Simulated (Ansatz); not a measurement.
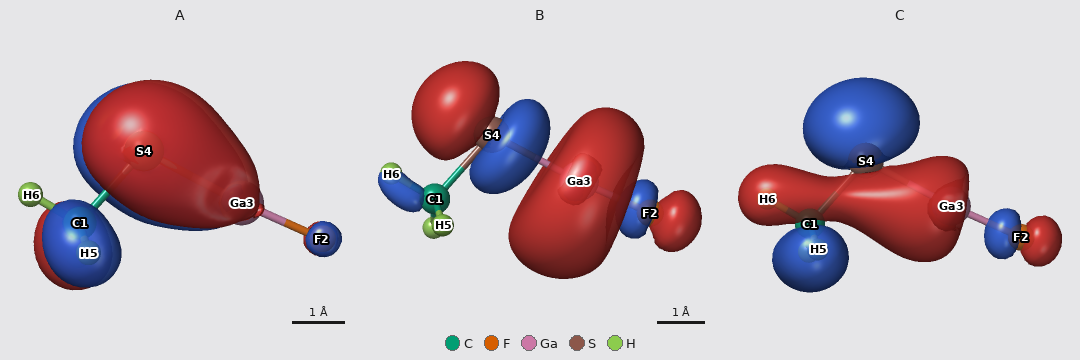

Figure. CH₃FGaS (charge +1). Three frontier orbitals at ±0.08 Å⁻³ᐟ² (red and blue are the two phases), in no order.

Geometry: B3LYP/6-31G*.

Theory: isolated molecule in a Gaussian basis; Kohn-Sham density functional theory, functional PBE0 (Ansatz 0.2.0).

```xyz
7

C    -0.0339   -0.3005   -0.4960
F     3.8766    0.3143    2.0402
Ga    2.2260    0.2666    1.6447
S     0.1133    0.2511    1.2824
H     0.3445   -1.3133   -0.6296
H    -1.1187   -0.2945   -0.6426
H     0.4275    0.4171   -1.1733
```

> Which picture is the HOMO−1, the HOMO and the LUMO?

C is the HOMO−1 (−15.23 eV). Its weight (Hirshfeld) is mainly on S4 (about 55 %), C1 (about 15 %) and Ga3 (about 15 %). A is the HOMO (−13.46 eV). It lies mainly on S4 (about 75 %), Ga3 (about 10 %) and C1 (about 5 %); largely a lone pair of S4. B is the LUMO (−8.54 eV). By Hirshfeld shares it lies mainly on Ga3 (about 50 %), S4 (about 30 %) and F2 (about 15 %).

> What is the HOMO–LUMO gap?

4.92 eV between the orbital energies.
